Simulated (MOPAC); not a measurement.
**C₂HF₃O₂ (charge +1): single-point calculation**

The run: single-point calculation of C₂HF₃O₂, charge +1, multiplicity 2. Method and program: PM6-D3, unrestricted, dispersion D3 (MOPAC 23.2.5).

The geometry was optimised with PM6-D3.

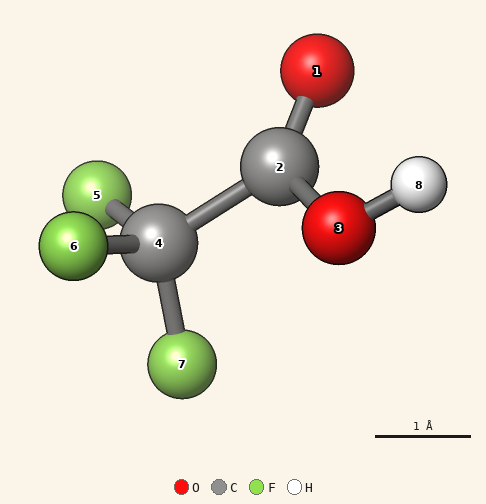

Figure 1. The structure as given in the input (ball-and-stick view, seen at a tilt; atoms are numbered from 1 in the order of the input). Bond lengths as drawn: C–C 1.55 Å, C–F 1.34 Å, C–O 1.20 to 1.36 Å and H–O 1.00 Å.

Input file (job.mop)
```
PM6-D3 1SCF CHARGE=1 DOUBLET DISP AUX(PRECISION=9) THREADS=1
C2HF3O2

O      1.740771 1    -0.336968 1     0.302849 1
C      0.545921 1    -0.342829 1     0.221871 1
O     -0.252277 1    -1.332674 1     0.698885 1
C     -0.370105 1     0.727024 1    -0.419686 1
F      0.321293 1     1.710527 1    -1.000933 1
F     -1.177534 1     1.326539 1     0.459598 1
F     -1.169311 1     0.238645 1    -1.371650 1
H      0.263749 1    -2.074304 1     1.136324 1
```

Run on 1 thread of Arm Neoverse N1, 90 GiB of memory available, shared host.

Launch command:
```bash
mopac job.mop
```

What the program printed
```
MOPAC v23.2.5
PM6-D3 CALCULATION RESULTS

 *  PM6-D3     - CORRECT DISPERSION USING D3 METHOD
 *  DOUBLET    - SPIN STATE DEFINED AS A DOUBLET
 *
 *
 *
 *                 CHARGE ON SYSTEM = +1
 *
 *
 *
 *  1SCF       - DO 1 SCF AND THEN STOP
 *  THREADS=1  - MULTI-THREADING NOT USED
 *  AUX        - OUTPUT AUXILIARY INFORMATION
 *  DISP       - PRINT DISPERSION AND HYDROGEN BOND ENERGIES
PM6-D3 1SCF CHARGE=1 DOUBLET DISP AUX(PRECISION=9) THREADS=1
 C2HF3O2

   ATOM   CHEMICAL          X               Y               Z
  NUMBER   SYMBOL      (ANGSTROMS)     (ANGSTROMS)     (ANGSTROMS)

     1       O          1.74077100  *  -0.33696800  *   0.30284900  *
     2       C          0.54592100  *  -0.34282900  *   0.22187100  *
     3       O         -0.25227700  *  -1.33267400  *   0.69888500  *
     4       C         -0.37010500  *   0.72702400  *  -0.41968600  *
     5       F          0.32129300  *   1.71052700  *  -1.00093300  *
     6       F         -1.17753400  *   1.32653900  *   0.45959800  *
     7       F         -1.16931100  *   0.23864500  *  -1.37165000  *
     8       H          0.26374900  *  -2.07430400  *   1.13632400  *

          CARTESIAN COORDINATES

    NO.       ATOM           X           Y           Z

     1         O          1.7408     -0.3370      0.3028
     2         C          0.5459     -0.3428      0.2219
     3         O         -0.2523     -1.3327      0.6989
     4         C         -0.3701      0.7270     -0.4197
     5         F          0.3213      1.7105     -1.0009
     6         F         -1.1775      1.3265      0.4596
     7         F         -1.1693      0.2386     -1.3717
     8         H          0.2637     -2.0743      1.1363

           Empirical Formula: C2 H O2 F3  =     8 atoms

      MOLECULAR POINT GROUP   :   Cs

 DOUBLET STATE CALCULATION

          UHF CALCULATION, NO. OF ALPHA ELECTRONS =   21
                           NO. OF BETA  ELECTRONS =   20

 -------------------------------------------------------------------------------
 PM6-D3 1SCF CHARGE=1 DOUBLET DISP AUX(PRECISION=9) THREADS=1
 C2HF3O2

     1SCF WAS SPECIFIED, SO BFGS WAS NOT USED
     SCF FIELD WAS ACHIEVED

                              PM6-D3 CALCULATION

          FINAL HEAT OF FORMATION =         26.62589 KCAL/MOL =     111.40273 KJ/MOL

          TOTAL ENERGY            =     -51744.77341 KCAL/MOL = ELECTRONIC ENERGY + CORE-CORE REPULSION
          ENERGY OF ATOMS         =      51772.78707 KCAL/MOL
                              SUM =         28.01366 KCAL/MOL
          DISPERSION ENERGY       =         -1.37079 KCAL/MOL
          H-BOND ENERGY           =         -0.01698 KCAL/MOL
                              SUM =         26.62589 KCAL/MOL = FINAL HEAT OF FORMATION

          TOTAL ENERGY            =      -2243.86575 EV
          ELECTRONIC ENERGY       =      -6599.21075 EV
          CORE-CORE REPULSION     =       4355.34500 EV
          COSMO AREA              =        113.95 SQUARE ANGSTROMS
          COSMO VOLUME            =         99.39 CUBIC ANGSTROMS

          IONIZATION POTENTIAL    =         19.198762 EV
          ALPHA SOMO LUMO (EV)    =        -19.832 -7.774
          BETA  SOMO LUMO (EV)    =        -19.199-10.931
          NO. OF ALPHA ELECTRONS  =         21
          NO. OF BETA  ELECTRONS  =         20
          MOLECULAR WEIGHT        =        114.0239         POINT GROUP:  Cs

          MOLECULAR DIMENSIONS (Angstroms)

            Atom       Atom       Distance
            H     8    F     5     4.34697
            O     1    F     7     3.15439
            O     1    F     6     1.97953

          SCF CALCULATIONS        =          1

          WALL-CLOCK TIME         =      0.023 SECONDS
          COMPUTATION TIME        =      0.020 SECONDS

   ATOM   CHEMICAL          X               Y               Z
  NUMBER   SYMBOL      (ANGSTROMS)     (ANGSTROMS)     (ANGSTROMS)

     1       O          1.74077100  *  -0.33696800  *   0.30284900  *
     2       C          0.54592100  *  -0.34282900  *   0.22187100  *
     3       O         -0.25227700  *  -1.33267400  *   0.69888500  *
     4       C         -0.37010500  *   0.72702400  *  -0.41968600  *
     5       F          0.32129300  *   1.71052700  *  -1.00093300  *
     6       F         -1.17753400  *   1.32653900  *   0.45959800  *
     7       F         -1.16931100  *   0.23864500  *  -1.37165000  *
     8       H          0.26374900  *  -2.07430400  *   1.13632400  *

                             CARTESIAN COORDINATES

   1    O        1.740771000    -0.336968000     0.302849000
   2    C        0.545921000    -0.342829000     0.221871000
   3    O       -0.252277000    -1.332674000     0.698885000
   4    C       -0.370105000     0.727024000    -0.419686000
   5    F        0.321293000     1.710527000    -1.000933000
   6    F       -1.177534000     1.326539000     0.459598000
   7    F       -1.169311000     0.238645000    -1.371650000
   8    H        0.263749000    -2.074304000     1.136324000

           Empirical Formula: C2 H O2 F3  =     8 atoms

      MOLECULAR POINT GROUP   :   Cs

          ALPHA EIGENVALUES
 -48.84380 -48.70255 -48.66282 -44.04999 -39.49014 -33.67107 -29.29136 -27.00210
 -26.30191 -25.37203 -24.58462 -23.99297 -23.69979 -22.42689 -22.37803 -22.21870
 -21.51248 -21.02252 -21.02049 -20.02660 -19.83162  -7.77387  -6.38427  -5.57957
  -4.99470  -3.43940  -3.38600  -3.34652  -2.20800

           BETA EIGENVALUES
 -48.81196 -48.66726 -48.63621 -40.81194 -38.94743 -33.17552 -28.82975 -25.92196
 -25.36405 -25.18752 -24.44122 -23.29931 -22.42608 -22.32728 -22.24191 -22.18929
 -21.02778 -20.99771 -20.31683 -19.19876 -10.93101  -7.43834  -6.10948  -4.94052
  -4.11367  -3.42751  -3.34690  -3.25270  -2.15640

              NET ATOMIC CHARGES AND DIPOLE CONTRIBUTIONS

  ATOM NO.   TYPE          CHARGE      No. of ELECS.   s-Pop       p-Pop
    1          O           0.236316        5.7637     1.87809     3.88559
    2          C           0.298139        3.7019     1.16054     2.54132
    3          O          -0.192677        6.1927     1.83351     4.35916
    4          C           0.393967        3.6060     1.17241     2.43363
    5          F          -0.049641        7.0496     1.97360     5.07604
    6          F          -0.025231        7.0252     1.97410     5.05113
    7          F          -0.023690        7.0237     1.97407     5.04962
    8          H           0.362817        0.6372     0.63718
 DIPOLE           X         Y         Z       TOTAL
 POINT-CHG.     3.467    -4.078     2.447     5.885
 HYBRID         0.534    -0.622     0.374     0.901
 SUM            4.001    -4.700     2.821     6.787

          ATOMIC ORBITAL ELECTRON POPULATIONS

     Atom    s        px        py        pz
    1  O   1.87809   1.24514   1.21334   1.42711
    2  C   1.16054   0.85792   0.89668   0.78672
    3  O   1.83351   1.36527   1.34881   1.64508
    4  C   1.17241   0.81072   0.79016   0.83274
    5  F   1.97360   1.76730   1.50045   1.80829
    6  F   1.97410   1.64165   1.77621   1.63327
    7  F   1.97407   1.64711   1.87321   1.52930
    8  H   0.63718

                    (SZ)    =    0.500000
                    (S**2)  =    0.799655

          ATOMIC ORBITAL SPIN POPULATIONS

    Atom   Total    s     px     py     pz
         Atomic
    1  O  1.0187  0.019  0.045  0.654  0.301
    2  C -0.2229 -0.022 -0.046 -0.069 -0.087
    3  O  0.0852 -0.005  0.103  0.025 -0.038
    4  C  0.0871  0.010  0.029  0.035  0.014
    5  F  0.0089  0.000  0.001  0.006  0.002
    6  F  0.0140  0.000  0.007  0.009 -0.003
    7  F  0.0146  0.000  0.008  0.002  0.005
    8  H -0.0056 -0.006

 *                    *
 * JOB ENDED NORMALLY *
 *                    *

 TOTAL JOB TIME:             0.03 SECONDS

 == MOPAC DONE ==
```

Key numbers

- outcome: converged
- total energy: −82.460545 hartree
- dispersion energy: −0.002184 hartree
- heat of formation: 26.63 kcal/mol
- basis functions: 29
- ⟨S²⟩: 0.800
- peak memory: 0.073 GiB

Remarks

MOPAC's energies along a path are heats of formation.
